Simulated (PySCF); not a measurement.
Si(H)(Et)(OMe)(OEt), C5H14O2Si, SMILES C(C)O[SiH](CC)OC at its GFN2-xTB optimised geometry (Å):

```
22

Si    -1.2416    -0.7668     0.0000
C     -1.9954    -1.6358     1.5294
C     -1.4630    -1.0728     2.8479
O     -1.4774     0.8336     0.0000
C     -2.7091     1.4813     0.0152
O      0.3710    -0.7668     0.0000
C      1.2119    -1.8815     0.0507
C      2.6453    -1.4268     0.2802
H     -1.7938    -1.4011    -1.2068
H     -3.0831    -1.5418     1.5211
H     -1.7898    -2.7076     1.4968
H     -1.9135    -1.5810     3.7000
H     -1.6828    -0.0104     2.9272
H     -0.3838    -1.1955     2.9080
H     -3.3098     1.1698     0.8733
H     -3.2727     1.2646    -0.8956
H     -2.5260     2.5546     0.0761
H      1.1350    -2.4340    -0.8941
H      0.8935    -2.5546     0.8560
H      2.7147    -0.8851     1.2196
H      2.9533    -0.7636    -0.5232
H      3.3098    -2.2860     0.3118
```

Method: PySCF with PBE0/def2-SVP. Cells within 0.4 Å of a nucleus heavier than hydrogen are left out (blank, or x).

Map of the log10 of the electron density (e/bohr³), floored at −4 on the plane z = 1.5 Å:

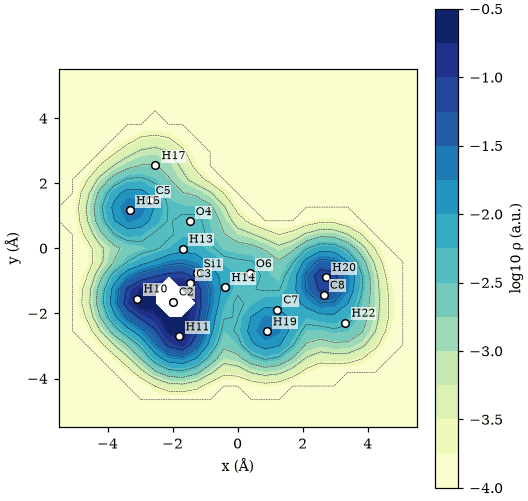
Figure: Log10 of the electron density (e/bohr³), floored at −4 on the plane z = 1.5 Å.
